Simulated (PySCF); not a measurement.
Molecule: SMILES C[Si](C)([O][AlH][CH3])C. Atoms near the plane z = 0.0 Å, at the GFN2-xTB optimised geometry (x, y, z in Å): Al1 (1.0, 1.4, 0.0), H2 (2.6, 1.4, 0.0), C3 (-0.1, 3.0, 0.0), H4 (-0.7, 3.1, -0.9), H5 (0.5, 3.9, 0.0), H6 (-0.8, 3.1, 0.9), O7 (0.4, -0.2, 0.0), Si8 (-0.3, -1.7, 0.0), C10 (1.1, -2.9, 0.7), H15 (2.0, -2.8, 0.1), H16 (0.7, -3.9, 0.7), H18 (-2.6, -1.0, 0.7).

Computed with B3LYP/def2-SVP in PySCF 2.14.0. Cells within 0.4 Å of a nucleus heavier than hydrogen are left out (blank, or x). The values are rescaled to run from 0 to 1.

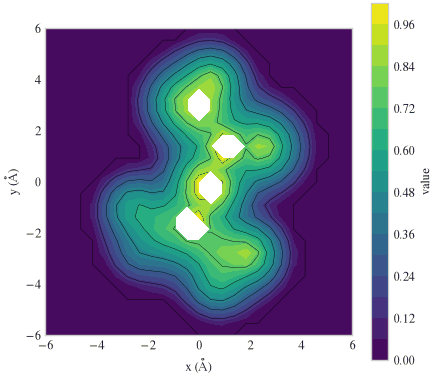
*a field on the plane z = 0.0 Å.*

Task: Which quantity is mapped?
(A) deformation density (molecule minus spherical neutral atoms)
(B) electrostatic potential
(C) electron localisation function
(D) log10 of the electron density

Result: D, log10 of the electron density. In full: log10 of the electron density (e/bohr³), floored at −4.
